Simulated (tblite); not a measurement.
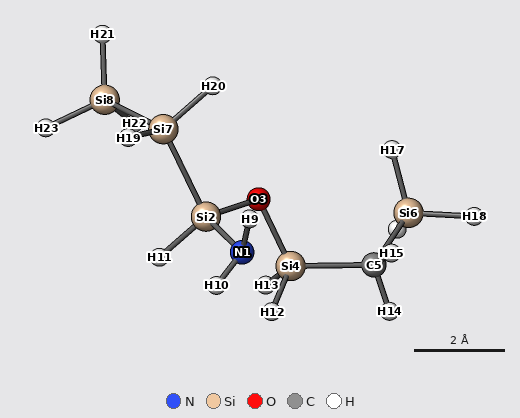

The starting structure (ball-and-stick view, seen at a tilt; atoms are numbered from 1 in the order of the input).

Geometry relaxation, with input and output: CH₁₅NOSi₅ (part 1 of 2)

- system: CH₁₅NOSi₅
- method: GFN2-xTB geometry optimisation, gas phase (tblite 0.8.0)

It belongs to a series of runs on one base structure; here: H on Si replaced by CH2SiH3.

### Output
```
step      E/eV     max force
  0    -693.27270    2.848
  1    -693.51931    1.938
  2    -693.64949    1.056
  3    -693.71019    1.027
  4    -693.81394    0.574
  5    -693.85602    0.632
  6    -693.92236    0.583
  7    -693.96715    0.597
  8    -694.00824    0.432
  9    -694.03737    0.386
 10    -694.06078    0.421
 11    -694.08312    0.401
 12    -694.10415    0.281
 13    -694.11971    0.257
 14    -694.13286    0.279
 15    -694.14872    0.375
 16    -694.16551    0.352
 17    -694.17992    0.236
 18    -694.19147    0.240
 19    -694.20117    0.208
 20    -694.21063    0.215
 21    -694.21995    0.203
 22    -694.22876    0.233
 23    -694.23765    0.207
 24    -694.24583    0.201
 25    -694.25213    0.180
 26    -694.25676    0.167
 27    -694.26027    0.138
 28    -694.26370    0.144
 29    -694.26804    0.193
 30    -694.27319    0.188
 31    -694.27860    0.198
 32    -694.28400    0.218
 33    -694.28956    0.177
 34    -694.29541    0.185
 35    -694.30111    0.168
 36    -694.30580    0.139
 37    -694.30958    0.128
 38    -694.31299    0.145
 39    -694.31653    0.159
 40    -694.32021    0.142
 41    -694.32352    0.117
 42    -694.32624    0.106
 43    -694.32913    0.138
 44    -694.33268    0.162
 45    -694.33624    0.130
 46    -694.33906    0.105
 47    -694.34128    0.105
 48    -694.34330    0.114
 49    -694.34555    0.107
 50    -694.34806    0.113
 51    -694.34989    0.087
 52    -694.35162    0.085
 53    -694.35314    0.081
 54    -694.35449    0.074
 55    -694.35561    0.077
 56    -694.35652    0.068
 57    -694.35731    0.068
 58    -694.35802    0.068
 59    -694.35890    0.074
 60    -694.36005    0.091
 61    -694.36150    0.092
 62    -694.36309    0.092
 63    -694.36453    0.069
 64    -694.36566    0.062
 65    -694.36695    0.083
 66    -694.36880    0.122
 67    -694.37141    0.186
 68    -694.37388    0.173
 69    -694.37755    0.093
 70    -694.38003    0.104
 71    -694.38257    0.120
 72    -694.38470    0.113
 73    -694.38637    0.193
 74    -694.38806    0.100
 75    -694.38989    0.121
 76    -694.39276    0.120
 77    -694.39442    0.100
 78    -694.39651    0.128
 79    -694.39772    0.166
 80    -694.39927    0.129
 81    -694.40065    0.088
 82    -694.40357    0.112
 83    -694.40568    0.176
 84    -694.40893    0.147
 85    -694.41063    0.231
 86    -694.41244    0.077
 87    -694.41324    0.064
 88    -694.41517    0.132
 89    -694.41692    0.108
 90    -694.41962    0.074
 91    -694.42099    0.061
 92    -694.42169    0.071
 93    -694.42234    0.071
 94    -694.42333    0.071
 95    -694.42571    0.089
 96    -694.42678    0.101
 97    -694.42779    0.071
 98    -694.42842    0.062
 99    -694.42918    0.054
100    -694.43007    0.064
101    -694.43133    0.067
102    -694.43268    0.054
103    -694.43259    0.301
104    -694.43429    0.050
105    -694.43483    0.042
106    -694.43541    0.039
107    -694.43588    0.053
108    -694.43650    0.040
109    -694.43725    0.041
110    -694.43790    0.065
111    -694.43841    0.083
112    -694.43886    0.093
113    -694.43927    0.070
114    -694.43970    0.042
115    -694.44011    0.035
116    -694.44050    0.038
117    -694.44088    0.046
118    -694.44134    0.064
119    -694.44193    0.067
120    -694.44272    0.084
121    -694.44351    0.077
122    -694.44425    0.061
123    -694.44487    0.061
124    -694.44575    0.074
125    -694.44690    0.086
126    -694.44829    0.084
127    -694.44970    0.080
128    -694.45129    0.101
129    -694.45312    0.105
130    -694.45568    0.169
131    -694.45888    0.161
132    -694.46485    0.237
133    -694.47016    0.231
134    -694.47869    0.257
135    -694.48044    0.218
136    -694.48889    0.228
137    -694.49277    0.116
138    -694.49598    0.103
139    -694.50048    0.116
140    -694.50265    0.093
141    -694.50535    0.079
142    -694.50692    0.100
143    -694.50730    0.165
144    -694.50840    0.062
145    -694.50926    0.053
146    -694.51030    0.107
147    -694.51130    0.088
148    -694.51226    0.081
149    -694.51297    0.058
150    -694.51348    0.058
151    -694.51384    0.043
152    -694.51411    0.035
153    -694.51436    0.041
154    -694.51466    0.049
155    -694.51519    0.045
156    -694.51585    0.049
157    -694.51647    0.052
158    -694.51688    0.046
159    -694.51715    0.044
160    -694.51739    0.033
161    -694.51767    0.042
162    -694.51799    0.041
163    -694.51840    0.061
164    -694.51892    0.067
165    -694.51951    0.064
166    -694.52007    0.048
167    -694.52052    0.039
168    -694.52091    0.040
169    -694.52130    0.046
170    -694.52173    0.049
171    -694.52225    0.043
172    -694.52288    0.045
173    -694.52355    0.048
174    -694.52410    0.036
175    -694.52448    0.034
176    -694.52477    0.039
177    -694.52507    0.042
178    -694.52543    0.052
179    -694.52586    0.047
180    -694.52636    0.055
181    -694.52693    0.056
182    -694.52765    0.058
183    -694.52851    0.061
184    -694.52948    0.069
185    -694.53020    0.060
186    -694.53102    0.075
187    -694.53182    0.079
188    -694.53336    0.090
189    -694.53442    0.108
190    -694.53581    0.143
191    -694.53707    0.115
192    -694.53800    0.109
193    -694.53906    0.087
194    -694.54071    0.103
195    -694.54318    0.105
196    -694.54479    0.153
197    -694.54705    0.110
198    -694.54850    0.071
199    -694.55077    0.097
200    -694.55262    0.131
201    -694.55658    0.162
202    -694.55932    0.181
203    -694.56134    0.206
204    -694.56398    0.110
205    -694.56647    0.081
206    -694.56870    0.119
207    -694.57054    0.109
208    -694.57190    0.119
209    -694.57328    0.083
210    -694.57441    0.085
211    -694.57517    0.066
212    -694.57614    0.061
213    -694.57727    0.073
214    -694.57808    0.083
215    -694.57876    0.064
216    -694.57925    0.056
217    -694.57967    0.049
218    -694.58011    0.042
219    -694.58065    0.050
220    -694.58111    0.054
221    -694.58161    0.059
222    -694.58218    0.046
223    -694.58276    0.046
224    -694.58320    0.052
225    -694.58348    0.057
226    -694.58369    0.038
227    -694.58389    0.036
228    -694.58410    0.022
229    -694.58425    0.020
230    -694.58438    0.024
231    -694.58452    0.026
232    -694.58465    0.024
233    -694.58472    0.017
234    -694.58477    0.016
235    -694.58482    0.015
236    -694.58492    0.020
237    -694.58498    0.018
238    -694.58507    0.025
239    -694.58515    0.023
240    -694.58524    0.017
241    -694.58532    0.019
242    -694.58537    0.014
243    -694.58540    0.011
244    -694.58543    0.012
245    -694.58547    0.016
246    -694.58552    0.016
247    -694.58557    0.017
248    -694.58563    0.016
249    -694.58568    0.012
250    -694.58573    0.015
251    -694.58577    0.016
252    -694.58581    0.014
253    -694.58585    0.014
254    -694.58589    0.012
255    -694.58592    0.017
256    -694.58597    0.020
257    -694.58603    0.017
258    -694.58609    0.020
259    -694.58616    0.017
260    -694.58624    0.023
261    -694.58634    0.027
262    -694.58646    0.027
263    -694.58659    0.024
264    -694.58671    0.023
265    -694.58684    0.023
266    -694.58699    0.028
267    -694.58713    0.021
268    -694.58725    0.026
269    -694.58735    0.028
270    -694.58748    0.026
271    -694.58766    0.033
272    -694.58788    0.031
273    -694.58806    0.027
274    -694.58817    0.024
275    -694.58825    0.017
276    -694.58831    0.015
277    -694.58836    0.014
278    -694.58841    0.013
279    -694.58844    0.013
280    -694.58847    0.010
281    -694.58849    0.009
```

### Trajectory as extended XYZ (Å, eV, eV/Å), 10 of the 282 frames kept, from step=0 to step=281
```
23
Properties=species:S:1:pos:R:3:forces:R:3 step=0 energy=-693.27270
N     0.7079    1.3150   -2.0682    1.1550   0.2680   0.4250
Si    1.1858    0.1152   -0.8523   -1.0170   0.3360   0.3540
O    -0.1338   -0.1689    0.2159   -0.2050  -0.6360  -2.7690
Si   -1.4373   -0.7779   -0.7363    1.5330  -0.0250   0.5050
C    -3.0346    0.1119   -0.4537   -0.6610   0.7480  -0.9960
Si   -3.7506   -0.0948    1.2341   -0.6470   0.0300   1.3110
Si    2.8882    0.8688    0.4120   -0.3210   0.6560   0.1950
Si    3.6334   -0.8904    1.5929   -0.2590  -0.4510   0.4020
H     1.0727    2.2350   -1.7336   -0.5960  -0.8450  -0.7090
H     1.1139    1.1388   -2.9979   -0.3800   0.2470   0.6710
H     1.5960   -1.1154   -1.5453   -0.3120  -0.0060  -0.0250
H    -1.0619   -0.5478   -2.1376   -0.2030  -0.1510  -0.0080
H    -1.5675   -2.2438   -0.5731    0.1760   0.3300   0.2080
H    -3.7793   -0.3089   -1.1793    0.6900   0.5600   0.4300
H    -2.9220    1.2095   -0.6436   -0.1290  -0.9250  -0.0830
H    -4.1575   -1.4795    1.5395    0.1290   0.1170  -0.1070
H    -2.8831    0.4035    2.3099    0.0080  -0.0830  -0.1070
H    -4.9747    0.7283    1.2795    0.0000  -0.0550   0.0280
H     3.9475    1.4336   -0.4404   -0.0970   0.2040   0.0450
H     2.3404    1.9169    1.3009    0.3420   0.1230  -0.1450
H     4.1471   -0.4399    2.8814    0.1890  -0.2540   0.1290
H     2.4529   -1.7637    1.8088    0.4000   0.0220   0.0920
H     4.6117   -1.6184    0.7964    0.2050  -0.2110   0.1530
23
Properties=species:S:1:pos:R:3:forces:R:3 step=31 energy=-694.27860
N     0.9037    1.4665   -2.2704    0.0040  -0.0160  -0.0220
Si    1.2409    0.2754   -1.0686   -0.0840  -0.0120  -0.0230
O    -0.1783   -0.2236   -0.4221   -0.0700   0.0580   0.0330
Si   -1.5666   -0.9093   -0.9155   -0.0220  -0.0120   0.0600
C    -3.0733    0.1370   -0.4285    0.0080   0.0250   0.0710
Si   -3.7521   -0.0618    1.3319    0.0040  -0.0230   0.0500
Si    2.7492    0.8072    0.5794    0.0450   0.1670  -0.0110
Si    3.6583   -0.9347    1.7876   -0.0500  -0.0240   0.0050
H     0.9573    2.4544   -2.0922    0.0210   0.0040   0.0620
H     1.1259    1.2726   -3.2316    0.0250   0.0390  -0.0280
H     1.7163   -0.8797   -1.8302    0.0480  -0.1090  -0.1580
H    -1.5459   -1.0651   -2.3740    0.0130   0.0010  -0.0060
H    -1.5669   -2.2215   -0.2737    0.0130  -0.0530   0.0370
H    -3.8837   -0.1210   -1.1138    0.0900   0.0600  -0.0030
H    -2.8466    1.1918   -0.5889   -0.0340  -0.0120  -0.0660
H    -4.0755   -1.4716    1.5874    0.0100   0.0510  -0.0140
H    -2.7978    0.4070    2.3426   -0.0230  -0.0010  -0.0460
H    -4.9957    0.7242    1.4558    0.1100  -0.0500  -0.0040
H     3.8911    1.4156   -0.1499   -0.0720   0.0310   0.0310
H     2.3663    1.9047    1.4884   -0.0640  -0.0020  -0.0220
H     4.2986   -0.5906    3.0561    0.0150   0.0770   0.0830
H     2.6613   -1.9499    2.1205   -0.0540  -0.1020   0.0250
H     4.7088   -1.6008    1.0199    0.0650  -0.0950  -0.0550
23
Properties=species:S:1:pos:R:3:forces:R:3 step=62 energy=-694.36309
N     0.9796    1.5470   -2.3842    0.0260  -0.0120  -0.0330
Si    1.2713    0.2160   -1.3192    0.0350  -0.0210  -0.0110
O    -0.1550   -0.2364   -0.6698    0.0120  -0.0350   0.0160
Si   -1.5620   -1.0040   -0.8930   -0.0550   0.0350   0.0650
C    -2.9771    0.1598   -0.4008   -0.0160   0.0380   0.0120
Si   -3.5951   -0.0218    1.3830    0.0320  -0.0090  -0.0440
Si    2.5649    0.7061    0.5272   -0.0040   0.0030   0.0260
Si    3.5418   -0.9564    1.8107    0.0310   0.0040   0.0020
H     0.9250    2.4801   -2.0067   -0.0260  -0.0270  -0.0410
H     1.4204    1.5654   -3.2897   -0.0010   0.0350   0.0620
H     1.6842   -0.8642   -2.2285    0.0150   0.0550   0.0460
H    -1.6973   -1.3990   -2.2947    0.0180  -0.0310  -0.0600
H    -1.4667   -2.1788   -0.0264    0.0100  -0.0440  -0.0080
H    -3.8171   -0.0196   -1.0731    0.0080  -0.0130   0.0330
H    -2.6714    1.1923   -0.5722    0.0030   0.0000   0.0060
H    -3.9387   -1.4238    1.6293   -0.0050  -0.0340   0.0250
H    -2.5916    0.4176    2.3549    0.0120   0.0040  -0.0170
H    -4.8115    0.7769    1.5703   -0.0120   0.0460  -0.0010
H     3.6658    1.5783    0.0580    0.0080   0.0330  -0.0070
H     1.8383    1.6087    1.4483    0.0110   0.0060  -0.0200
H     4.1672   -0.4694    3.0490   -0.0520   0.0050  -0.0400
H     2.5925   -1.9917    2.2254   -0.0250  -0.0350   0.0150
H     4.6276   -1.6563    1.1122   -0.0250  -0.0030  -0.0260
23
Properties=species:S:1:pos:R:3:forces:R:3 step=94 energy=-694.42333
N     0.9412    1.4810   -2.4931    0.0490   0.0330  -0.0180
Si    1.3291    0.2305   -1.3621    0.0360  -0.0150   0.0120
O    -0.0788   -0.3810   -0.8260   -0.0070  -0.0010   0.0560
Si   -1.5121   -1.1183   -0.9258   -0.0440  -0.0070  -0.0390
C    -2.8522    0.1183   -0.3894   -0.0070   0.0060  -0.0170
Si   -3.3830    0.0685    1.4308    0.0260  -0.0210  -0.0440
Si    2.4301    0.7823    0.5893   -0.0150   0.0540   0.0080
Si    3.3262   -0.9843    1.7847    0.0290   0.0310  -0.0020
H     0.2735    2.1835   -2.2176   -0.0530   0.0170  -0.0010
H     1.7033    1.9239   -2.9828   -0.0410  -0.0250   0.0120
H     1.9641   -0.7854   -2.2110   -0.0030  -0.0040  -0.0080
H    -1.7333   -1.5401   -2.3112    0.0020  -0.0140  -0.0080
H    -1.3882   -2.2736   -0.0357   -0.0100   0.0050   0.0030
H    -3.7422   -0.0568   -0.9960    0.0230  -0.0010   0.0100
H    -2.5115    1.1244   -0.6387   -0.0300   0.0060   0.0230
H    -3.8609   -1.2790    1.7510   -0.0040  -0.0150   0.0190
H    -2.2898    0.4286    2.3350    0.0330   0.0100  -0.0120
H    -4.4902    1.0108    1.6386    0.0020   0.0190   0.0020
H     3.5362    1.6918    0.2125    0.0370   0.0180   0.0130
H     1.6374    1.6644    1.4793    0.0120  -0.0630  -0.0300
H     3.9928   -0.5894    3.0314   -0.0180  -0.0110  -0.0070
H     2.3453   -2.0085    2.1566   -0.0060   0.0030   0.0000
H     4.3581   -1.6646    0.9903   -0.0110  -0.0240   0.0280
```
